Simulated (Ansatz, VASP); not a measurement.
# Cross-check of InAs between VASP and Ansatz, part 2 of 2

Aim: how closely do two programs agree when they are given the same cell, functional and k mesh?

VASP 6.6.1 and Ansatz 0.2.0.

So far: The structure; VASP: band structure, PBE0.

The database entry behind the starting cell is an old determination (1940), so it need not match the best structure at ambient conditions.

## (3) Ansatz: band structure, PBE0

Level of this step: Ansatz beside VASP: Kohn-Sham DFT, plane waves, PBE0 (Ansatz).

Ansatz runs on its default PAW (the set named soft_2) files.

The same cell, functional, mesh and smearing now go to Ansatz, which takes its cutoff from its data sets.

The input, input.yaml:

```yaml
crystal:
  lattice:
    - [0.0, 3.0292, 3.0292]
    - [3.0292, 0.0, 3.0292]
    - [3.0292, 3.0292, 0.0]
  atoms:
    - { symbol: In, position: [0.0, 0.0, 0.0] }
    - { symbol: As, position: [0.75, 0.75, 0.75] }
hamiltonian:
  xc: pbe0
  pseudopotentials: { kind: paw }
kpoints:
  mp_grid: { grid: [4, 4, 4] }
  band_path:
    path:
      - [0.0, 0.0, 0.0]
      - [0.5, 0.0, 0.5]
      - [0.5, 0.22222, 0.72222]
      - [0.40278, 0.34722, 0.75]
      - [0.125, 0.125, 0.25]
      - [0.27778, 0.27778, 0.27778]
      - [0.55556, 0.38889, 0.55556]
      - [0.58333, 0.25, 0.66667]
      - [0.5, 0.30556, 0.69444]
      - [0.48611, 0.48611, 0.52778]
      - [0.625, 0.25, 0.625]
      - [0.5, 0.0, 0.5]
    npoints: 1
scf:
  occupations: { method: gaussian, width: 0.03 }
  n_extra_bands: 7
output:
  forces: true
  stress: true
  eigenvalues: true
```

Run with:

```sh
$ ansatz run input.yaml --threads 4 --pin off --max-ram 9216MiB --backend cpu --events-out ev --progress --plain --runs-dir out
```

Numbers of over 12 decimals in the logs are rounded to 6 here.

Log:

```text
Warning: output.stress: scf.convergence.dr2_threshold = 1e-7 eV (the SCF's general default) is looser than the 2e-10 eV advised for a printed stress (1e-10 eV for each atom of the cell: 2). What an SCF threshold leaves in a stress goes as its square root, and in the free energy as the threshold itself, and one threshold admits the most on a small cell: [figures from the program's tests cut] Set scf.convergence.dr2_threshold to 2e-10 eV or tighter. The threshold is an SCF's pass mark: one that does not reach it within its budget of iterations ends unconverged, or closes short of it on a stop that the run arms, and scf.convergence.dr2_threshold's page says what that costs each kind of run
Warning: output.stress: scf.exx.energy_threshold = 1e-6 eV is looser than the 2e-8 eV advised for a stress under a hybrid functional (1e-8 eV for each atom of the cell: 2). Every SCF of the exchange loop can meet its threshold on dr2 while the loop round them stops early: no threshold on dr2 bounds what that leaves in the stress. Set scf.exx.energy_threshold to 2e-8 eV or tighter. The threshold is the loop's pass mark: a loop that does not reach it within its budget of cycles ends unconverged, and scf.exx.energy_threshold's page has the law
scf.n_extra_bands = 7 over 14 filled bands (N_el = 28.0): the run solves 21 bands
Engine: ansatz 0.2.0, aarch64-unknown-linux-gnu
Pseudopotentials: kind: paw
Pseudopotential: In, paw, valence charge 13, recommended cutoff 420 eV (normal), In.paw.azcp
Pseudopotential: As, paw, valence charge 15, recommended cutoff 420 eV (normal), As.paw.azcp
Functional definition: PBE0
  parameter a = 0.25
  parameter kappa = 0.804
  parameter beta = 0.066725
  exchange = (1 - a)*pbe_x(kappa = kappa, mu = beta*pi^2/3) + a*exact_x
  correlation = pbe_c(beta = beta)
Crystal: 2 atoms, lattice volume = 55.592 Å³
Basis set: ecut = 420 eV, 1067 PW (Γ), exchange–correlation on 60×60×60 points (8 copies of the dense FFT grid, shifted against one another)
Bands: 21, of which v1, the nominal top of the filled ones, is band 14 counted from 1 (13 counted from 0)
Symmetry: 24 space group operations
Space group: F-43m (ITA 216), of the structure as read, at distance tolerance 3.8e-5 Å
k-points: 8 of 64 (time reversal used)
Non-local potential: In, projectors of the file, l = 0: 2, l = 1: 2, l = 2: 2, l = 3: 2
Non-local potential: As, projectors of the file, l = 0: 2, l = 1: 2, l = 2: 3, l = 3: 1
PAW form: soft (Blöchl's): semilocal exchange-correlation on the pseudo side does not see the compensation charge
PAW frozen core: In, regenerated for the run's functional, and the local potential with it (the file was generated under x = pbe(κ = 0.804, μ = 0.219515), c = pbe(β = 0.066725))
PAW frozen core: As, regenerated for the run's functional, and the local potential with it (the file was generated under x = pbe(κ = 0.804, μ = 0.219515), c = pbe(β = 0.066725))
PAW one-centre angular grid: In, 590 points (default); XC on 64 Gauss nodes
PAW one-centre angular grid: As, 590 points (default); XC on 64 Gauss nodes
Initial density: superposition of atomic densities (neutral atoms: chi_scale 0, normalization atom), corrected by the library's trained network
Initial wavefunctions: pseudopotential atomic-orbital guess
Functional: x = pbe(κ = 0.804, μ = 0.219515), c = pbe(β = 0.066725), warm-up for x = 0.75 pbe(κ = 0.804, μ = 0.219515) + 0.25 exact, c = pbe(β = 0.066725)
SCF iter   1: F=—  HF=-10454.296816 eV  |F-HF|=—  |Δ(HF+E_count)|=         —  Δρ=1.46e-3  dr2=2.10e-3  ethr=1.77e-3  ⟨swp⟩=13.4  Hψ=807  notcnv=0
preconditioner: auto → none  [insulator: Δε(μ)=0.914 eV  Ē_g=17.050 eV  σ=0.030 eV  W_gap=0.67  n_scr=14 (ndim 8)  ℏωp=21.1 eV  f_vac=0.107  D(μ)=1.61/eV (n_scr^D=14)]
iter 2 solved again at ethr=5.26e-7 eV; its pass at ethr=7.51e-6 eV (dr2=1.47e-4 eV) is discarded
SCF iter   2: F=—  HF=-10454.296396 eV  |F-HF|=—  |Δ(HF+E_count)|=   4.20e-4  Δρ=4.05e-4  dr2=1.47e-4  ethr=5.26e-7  ⟨swp⟩=2.2  Hψ=818  notcnv=0  defer=2
SCF iter   3: F=—  HF=-10454.296359 eV  |F-HF|=—  |Δ(HF+E_count)|=   3.70e-5  Δρ=1.49e-4  dr2=9.28e-6  ethr=5.26e-7  ⟨swp⟩=3.1  Hψ=357  notcnv=0  defer=1
SCF iter   4: F=—  HF=-10454.296383 eV  |F-HF|=—  |Δ(HF+E_count)|=   2.43e-5  Δρ=2.42e-5  dr2=3.67e-7  ethr=3.31e-8  ⟨swp⟩=3.6  Hψ=359  notcnv=0
SCF iter   5: F=—  HF=-10454.296383 eV  |F-HF|=—  |Δ(HF+E_count)|=   2.38e-7  Δρ=1.04e-5  dr2=2.76e-8  ethr=1.31e-9  ⟨swp⟩=3.4  Hψ=379  notcnv=0
SCF iter   6: F=—  HF=-10454.296384 eV  |F-HF|=—  |Δ(HF+E_count)|=   1.03e-7  Δρ=3.18e-6  dr2=4.72e-9  ethr=9.87e-11  ⟨swp⟩=4.0  Hψ=394  notcnv=0
SCF iter   7: F=-10454.296384 eV  HF=-10454.296384 eV  |F-HF|=1.60e-10  |Δ(HF+E_count)|=   1.36e-9  Δρ=5.88e-7  dr2=2.92e-10  ethr=1.69e-11  ⟨swp⟩=3.8  Hψ=365  notcnv=0
SCF 1 converged in 7 iterations: F = -10454.296384 eV  dr2 = 2.92e-10
  greatest PAW one-centre occupation: 0.999 electrons in one spin orbital (limit 2), on the As atom at site 1 (counted from 0), in its partial waves of l = 2
Initial density: handed on by an earlier stage of this run
Initial wavefunctions: those handed on with the density
Functional: x = 0.75 pbe(κ = 0.804, μ = 0.219515) + 0.25 exact, c = pbe(β = 0.066725)
Frozen-core exchange: fock
iter 1 solved again at ethr=3.63e-5 eV; its pass at ethr=1.00e-1 eV (dr2=1.02e-2 eV) is discarded
SCF iter   1: F=—  HF=-10458.784525 eV  |F-HF|=—  |Δ(HF+E_count)|=         —  Δρ=6.26e-3  dr2=1.32e-2  ethr=3.63e-5  ⟨swp⟩=5.4  Hψ=969  notcnv=0
preconditioner: auto → none  [insulator: Δε(μ)=0.329 eV  Ē_g=19.866 eV  σ=0.030 eV  W_gap=1.00  n_scr=14 (ndim 8)  ℏωp=21.1 eV  f_vac=0.105  D(μ)=0.00/eV (n_scr^D=0)]
[...]
SCF 2 converged in 6 iterations: F = -10458.777336 eV  dr2 = 4.85e-9
hybrid outer 1: dexx = +2.234e-2 eV, tail = 7.50e-3 eV
Frozen-core exchange: fock
SCF iter   1: F=—  HF=-10458.801359 eV  |F-HF|=—  |Δ(HF+E_count)|=         —  Δρ=8.52e-4  dr2=3.02e-4  ethr=1.34e-4  ⟨swp⟩=2.8  Hψ=342  notcnv=0
preconditioner: auto → none  [insulator: Δε(μ)=1.158 eV  Ē_g=19.861 eV  σ=0.030 eV  W_gap=1.00  n_scr=14 (ndim 8)  ℏωp=21.1 eV  f_vac=0.106  D(μ)=0.00/eV (n_scr^D=0)]
SCF iter   2: F=—  HF=-10458.801362 eV  |F-HF|=—  |Δ(HF+E_count)|=   2.48e-6  Δρ=1.16e-4  dr2=6.25e-5  ethr=8.56e-7  ⟨swp⟩=4.0  Hψ=437  notcnv=0
SCF iter   3: F=-10458.801674 eV  HF=-10458.801679 eV  |F-HF|=4.86e-6  |Δ(HF+E_count)|=   3.17e-4  Δρ=1.43e-4  dr2=1.10e-5  ethr=1.72e-8  ⟨swp⟩=4.6  Hψ=498  notcnv=0  defer=1
SCF 3 stopped early in 3 iterations: F = -10458.801674 eV  dr2 = 1.10e-5
hybrid outer 2: dexx = +3.741e-4 eV, tail = 3.84e-5 eV, Δε = 2.14e-1 eV (about 1.88e-2 eV left of the loop's levels)
Frozen-core exchange: fock
SCF iter   1: F=—  HF=-10458.801566 eV  |F-HF|=—  |Δ(HF+E_count)|=         —  Δρ=3.72e-5  dr2=7.47e-6  ethr=4.63e-7  ⟨swp⟩=5.5  Hψ=403  notcnv=0
preconditioner: auto → none  [insulator: Δε(μ)=1.174 eV  Ē_g=19.864 eV  σ=0.030 eV  W_gap=1.00  n_scr=14 (ndim 8)  ℏωp=21.1 eV  f_vac=0.107  D(μ)=0.00/eV (n_scr^D=0)]
SCF iter   2: F=—  HF=-10458.801566 eV  |F-HF|=—  |Δ(HF+E_count)|=   3.82e-7  Δρ=1.38e-5  dr2=6.57e-6  ethr=4.62e-9  ⟨swp⟩=3.4  Hψ=319  notcnv=0
SCF iter   3: F=—  HF=-10458.801682 eV  |F-HF|=—  |Δ(HF+E_count)|=   1.17e-4  Δρ=3.22e-5  dr2=1.06e-6  ethr=2.81e-10  ⟨swp⟩=4.9  Hψ=554  notcnv=0  defer=2
SCF iter   4: F=—  HF=-10458.801682 eV  |F-HF|=—  |Δ(HF+E_count)|=   3.89e-7  Δρ=7.35e-6  dr2=8.09e-8  ethr=2.81e-10  ⟨swp⟩=4.1  Hψ=371  notcnv=0
SCF iter   5: F=—  HF=-10458.801682 eV  |F-HF|=—  |Δ(HF+E_count)|=   5.66e-9  Δρ=1.97e-6  dr2=6.01e-8  ethr=6.34e-11  ⟨swp⟩=2.8  Hψ=319  notcnv=0
SCF iter   6: F=—  HF=-10458.801682 eV  |F-HF|=—  |Δ(HF+E_count)|=   3.45e-7  Δρ=5.29e-6  dr2=2.60e-8  ethr=2.82e-12  ⟨swp⟩=5.4  Hψ=579  notcnv=0  defer=2
SCF iter   7: F=-10458.801682 eV  HF=-10458.801682 eV  |F-HF|=1.91e-10  |Δ(HF+E_count)|=   9.22e-9  Δρ=5.03e-7  dr2=1.84e-9  ethr=2.82e-12  ⟨swp⟩=4.0  Hψ=424  notcnv=0
SCF 4 converged in 7 iterations: F = -10458.801682 eV  dr2 = 1.84e-9
  Residual-converged pass: ⟨swp⟩=2.1  Hψ=205  notcnv=0  max |occ|·‖R‖ = 2.3e-6 eV (tolerance 2.4e-6 eV)  dr2=1.84e-9  dr2_onsite=2.56e-11  max |Δocc| = 1.3e-179
hybrid outer 3: dexx = +3.249e-7 eV, tail = 4.18e-8 eV, Δε = 2.33e-3 eV (about 9.63e-5 eV left of the loop's levels)
NSCF: frozen V_eff on 12 k-points
hybrid SCF converged: 3 outer / 16 inner (+7 warm-up), last move |dexx| = 3.25e-7 eV, tail = 4.18e-8 eV
Stability not checked: this state was not tested for a lower state beside it, because the functional holds exact exchange (a hybrid, or Hartree-Fock), whose exchange loop this test does not read (fock_operator; see scf.lower_state_search)
Free energy (F): -10458.801682 eV
Frozen-core exchange: fock
Harris-Foulkes:  -10458.801682 eV  (|F-HF|=1.91e-10)
Internal energy: -10458.801682 eV  (E = F + TS)
E sigma→0 (E₀):  -10458.801682 eV
Fermi energy:    7.648382 eV
--- Per-component energies (eV) ---
  E_band       = -390.299737
  E_kinetic    = 346.734935
  E_local      = -3285.607069  (includes V_loc(G=0)·N_el)
  E_nonlocal   = -303.241969
  E_hartree    = 1592.296626
  E_xc         = -226.025735
  E_vxc        = -137.467169  (∫ρ·V_xc dr)
  E_exx        = -105.218621  (= α·E_x^exact, valence–valence)
  E_paw        = -5959.021469  (= ΣΔE_a)
  E_vpaw       = 15.125726  (= ΣTr[D̂ρ^β])
  E_aug_tail   = 0.000035  (compensation charges beyond the density's cutoff)
  E_ewald      = -2518.453269
  E_core_change = -0.265145  (= ΣΔE_core)
  E_smearing   = -0.000000  (= −TS)
  E_closure    = 0.000000  (closes the sum)
  Σ components = -10458.801682   (vs F -10458.801682, Δ=1.82e-12)
--- Forces (eV/Å), atoms counted from 1 ---
  atom   1  In    -0.00000000     0.00000000     0.00000000
  atom   2  As     0.00000000    -0.00000000    -0.00000000
  max |Σ_I F_I| component: 2.92e-16 eV/Å
--- Stress (GPa, compression-positive) ---
        1.479436      -0.000000      -0.000000
        0.000000       1.479436       0.000000
       -0.000000       0.000000       1.479436
  P = ⅓ Tr σ = 1.4794 GPa (14.794 kbar)
--- Band table (eV; the first three rows and the last of 8) ---
  k-point 0: bands = [... 10 lower, -5.9962, 7.0589, 7.0589, 7.0589, 8.2371, 12.4067, 12.4067, 12.4067, ... 3 higher]
  k-point 1: bands = [... 10 lower, -5.3448, 3.1099, 6.4429, 6.4429, 9.6761, 13.1723, 13.1723, 13.7660, ... 3 higher]
  k-point 2: bands = [... 10 lower, -4.3929, 0.7377, 5.9726, 5.9726, 9.3699, 13.2030, 13.2030, 15.4470, ... 3 higher]
  k-point 7: bands = [... 10 lower, -3.7376, 0.8420, 3.8241, 3.9434, 12.7279, 12.9016, 13.6309, 14.5910, ... 3 higher]
```

Wall time 25 s (4 threads of Arm Neoverse V1, shared host); peak memory 0.79 GiB.

Reading the cycles: dr2 is the Hartree energy of the density residual (eV), the measure of convergence; HF is the Harris–Foulkes estimate of the energy, which meets the free energy F at convergence.

## (4) Side by side

Known differences besides the PAW data sets themselves: exact exchange at q = 0 is treated differently, which shows on coarse meshes; VASP keeps PBE cores, Ansatz makes them for the functional; the data sets hold 28 valence electrons in Ansatz (default PAW (the set named soft_2) files) and 18 in VASP; the cutoff is 420 eV in Ansatz and 350 eV in VASP; VASP takes a coarser grid for exact exchange (PRECFOCK = Fast). Total energies have different zeros and are not compared.

The two programs side by side:

```csv
quantity,Ansatz,VASP,difference
gap over the path points (eV),1.178,1.195,-0.017
```

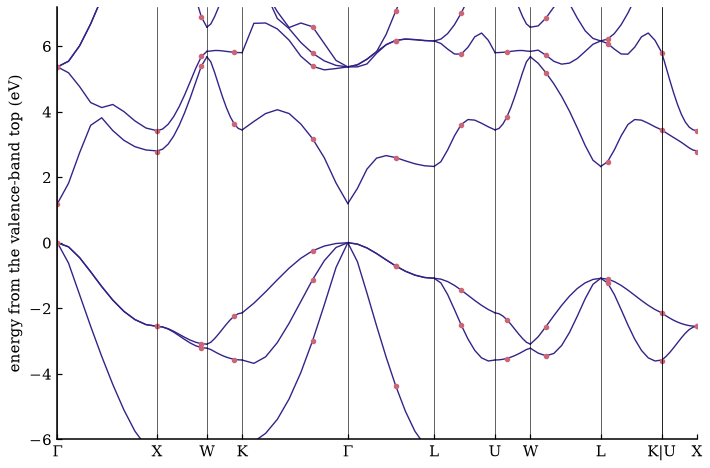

Bands from VASP (lines) and levels from Ansatz (dots). Dots without a line are higher empty bands that the VASP plot leaves out.

Levels at points of the path, from each program's valence-band top (eV; 3 filled, then empty):

| k (reciprocal lattice) | Ansatz | VASP |
| --- | --- | --- |
| 0.000 0.000 0.000 | 0.00 0.00 0.00 1.18 5.35 5.35 | 0.00 0.00 0.00 1.20 5.37 5.37 |
| 0.500 0.000 0.500 | -6.39 -2.56 -2.56 2.78 3.40 11.01 | -6.38 -2.55 -2.55 2.80 3.42 11.01 |
| 0.500 0.222 0.722 | -6.22 -3.22 -3.10 5.38 5.68 6.88 | -6.21 -3.20 -3.08 5.39 5.68 6.89 |
| 0.403 0.347 0.750 | -6.22 -3.57 -2.24 3.61 5.81 8.53 | -6.21 -3.56 -2.24 3.62 5.81 8.53 |
| 0.125 0.125 0.250 | -3.00 -1.14 -0.25 3.17 5.38 5.78 | -2.99 -1.13 -0.25 3.17 5.38 5.78 |
| 0.278 0.278 0.278 | -4.38 -0.71 -0.71 2.58 6.17 6.17 | -4.37 -0.71 -0.71 2.60 6.17 6.17 |
| 0.556 0.389 0.556 | -6.20 -2.52 -1.45 3.59 5.75 7.01 | -6.19 -2.51 -1.45 3.60 5.75 7.01 |
| 0.583 0.250 0.667 | -6.22 -3.55 -2.35 3.83 5.82 8.18 | -6.21 -3.53 -2.35 3.84 5.82 8.18 |
| 0.500 0.306 0.694 | -6.16 -3.46 -2.57 5.18 5.72 6.86 | -6.15 -3.45 -2.56 5.18 5.72 6.86 |
| 0.486 0.486 0.528 | -6.31 -1.23 -1.11 2.46 6.07 6.20 | -6.30 -1.23 -1.11 2.47 6.08 6.21 |

Among the levels compared (up to four filled and three empty ones at each point), filled levels agree within 20 meV and empty ones within 21 meV.

## (5) Outcome

```
difference in gap over the path points (band structure, PBE0) : -0.017 eV
```

**Reading.** The difference in gap over the path points is -0.017 eV (band structure, PBE0), within the 0.08 eV picked in this series as the mark of a large difference. Differences of this kind measure data sets and numerical settings, not the functional's error against experiment.

[Lines on the potential files, build, host, timing and source positions are cut from VASP's logs without a mark.]

[Logs are printed without paths, hosts, clocks, repeated set-up lines and the standing remarks that a program may print on its own settings, such as how far it seeks lower states.]

[Hosts, paths, dates, database ids (printed as entryN), source tags and the programs' standing remarks are cut or masked in the printed files.]
